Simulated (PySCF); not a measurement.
## NMR shielding calculation of CH₅F₃OSi₂

CH₅F₃OSi₂, SMILES FC(F)(F)[SiH2]O[SiH3], computed with GIAO PBE0/pcSseg-1 NMR shielding, non-relativistic, gas phase (PySCF 2.14.0).

The geometry comes from this level: GFN2-xTB, MD frame at 625 fs, 600 K. It belongs to a series of runs on one base structure; here: MD frame at 625 fs, 600 K. Figures and captions count atoms from 1; the log counts them from 0 in places.

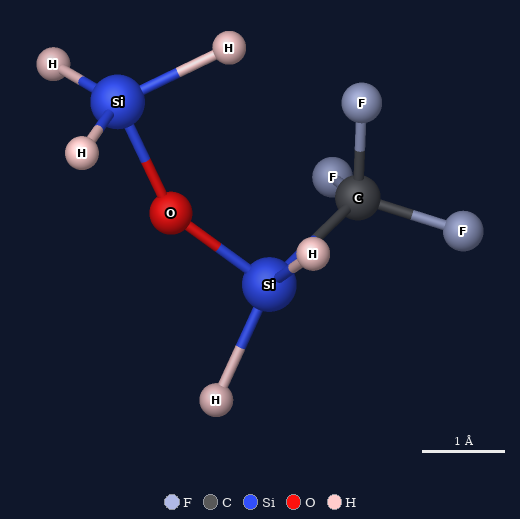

Figure 1. The structure (ball-and-stick view, seen at a tilt). Bond lengths as drawn: C–F 1.33 to 1.37 Å, C–Si 2.10 Å, H–Si 1.37 to 1.60 Å and O–Si 1.55 to 1.61 Å.

Key numbers

| quantity | value |
| --- | --- |
| outcome | converged |
| total energy | −994.117359 hartree |
| HOMO | −8.22 eV |
| LUMO | −1.02 eV |
| dipole moment | 2.78 D |
| isotropic shielding, F | 227.8 to 239.2 ppm |
| isotropic shielding, C | 45.5 ppm |
| isotropic shielding, Si | 379.8 to 380.0 ppm |
| isotropic shielding, O | 317.0 ppm |
| isotropic shielding, H | 24.1 to 27.5 ppm |
| hardware | 1 CPU thread, shared host |
| wall time | 43 s |
| peak memory | 0.77 GiB |

The input
```
{"job": {"kind": "nmr", "xc": "PBE0", "basis": "pcSseg-1", "pop": false}, "charge": 0, "multiplicity": 1}
F     -2.797200    -0.047000     0.378100
C     -1.582300     0.055100     0.917900
F     -0.981200    -1.139800     0.818300
F     -1.893100     0.207400     2.242800
Si     0.049800     1.228200     0.292800
O      0.593600     0.584600    -1.007500
Si     1.154600    -0.660000    -1.853400
H     -0.082000     2.771900    -0.086500
H      1.276600     0.663300     0.933700
H      0.263500    -0.891800    -2.864000
H      0.983600    -1.592300    -0.649700
H      2.360200    -0.027700    -1.983800
```

The first line tells a small driver script what to run in PySCF; the rest is the geometry in Å.

Launched with:
```bash
OMP_NUM_THREADS=1 python <driver script> task.json out
```

Log
```
coarse grid: 11784 points
cycle   1  E = -993.8029658894  dE =  1.046e+00  |g| = 1.193e+00  |ddm| = 3.126e+00
cycle   2  E = -993.2944233756  dE =  5.085e-01  |g| = 2.060e+00  |ddm| = 2.255e+00
cycle   3  E = -994.0448707673  dE = -7.504e-01  |g| = 1.292e-01  |ddm| = 1.697e+00
cycle   4  E = -994.0464159505  dE = -1.545e-03  |g| = 1.052e-01  |ddm| = 1.783e-01
cycle   5  E = -994.0480892958  dE = -1.673e-03  |g| = 1.287e-02  |ddm| = 6.449e-02
cycle   6  E = -994.0481230421  dE = -3.375e-05  |g| = 3.267e-03  |ddm| = 1.462e-02
cycle   7  E = -994.0481249455  dE = -1.903e-06  |g| = 9.294e-04  |ddm| = 2.943e-03
final grid: 107944 points
cycle   8  E = -994.1173456994  dE = -2.837e-05  |g| = 8.927e-03  |ddm| = 1.588e-02
cycle   9  E = -994.1173274092  dE =  1.829e-05  |g| = 1.373e-02  |ddm| = 1.421e-02
cycle  10  E = -994.1173590718  dE = -3.166e-05  |g| = 3.514e-04  |ddm| = 8.743e-03
cycle  11  E = -994.1173590837  dE = -1.187e-08  |g| = 2.415e-04  |ddm| = 4.455e-04
cycle  12  E = -994.1173590934  dE = -9.768e-09  |g| = 6.081e-05  |ddm| = 1.713e-04
cycle  13  E = -994.1173590939  dE = -4.979e-10  |g| = 1.277e-05  |ddm| = 3.923e-05
```

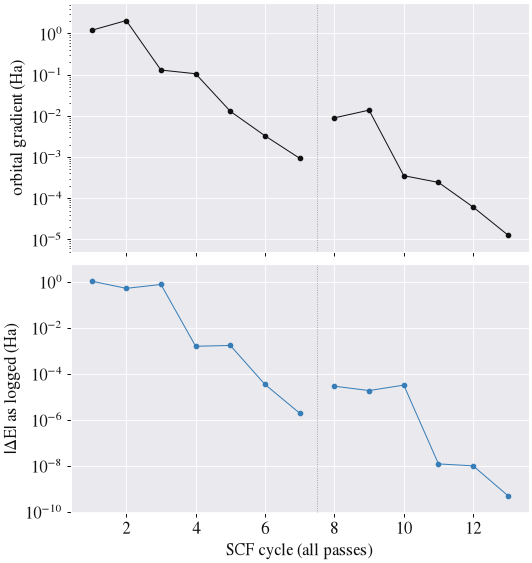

Figure 2. Convergence of the self-consistent field: orbital gradient and size of the energy change against the SCF cycle. The dotted line marks the change from a coarse to the final integration grid. The first 7 cycles use a coarse grid, the final grid takes over at cycle 8, and the field converges after 13 cycles in all.

```
converged SCF energy = -994.1173590939

GIAO shielding tensors (ppm)
atom      isotropic    diamagn.    paramagn.     s11        s22        s33       span
  0 F      239.182     472.357    -233.175    160.337    229.974    327.236    166.898
  1 C       45.547     247.101    -201.554     37.692     44.723     54.226     16.534
  2 F      227.812     477.629    -249.817    132.396    244.032    307.006    174.610
  3 F      229.265     472.965    -243.701    123.281    223.773    340.740    217.459
  4 Si     379.765     878.458    -498.693    347.883    394.782    396.631     48.748
  5 O      316.983     401.354     -84.371    176.898    347.458    426.592    249.693
  6 Si     379.954     882.557    -502.603    343.740    368.194    427.926     84.185
  7 H       24.360      25.826      -1.467     21.077     22.966     29.036      7.959
  8 H       24.129      29.532      -5.403     19.533     22.973     29.880     10.347
  9 H       27.451      31.976      -4.525     23.956     26.049     32.347      8.392
 10 H       24.754      30.140      -5.386     20.283     25.871     28.108      7.825
 11 H       26.658      31.332      -4.674     21.537     25.473     32.965     11.428
```

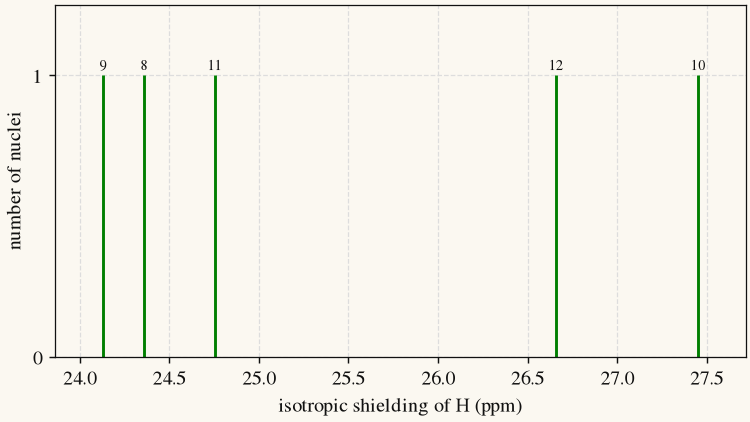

Figure 3. Isotropic shieldings of the hydrogen nuclei in this fixed geometry, labelled by atom number; shielding grows to the right, so chemical shift grows to the left. The least shielded is H9 (24.1 ppm), the most shielded H10 (27.5 ppm).
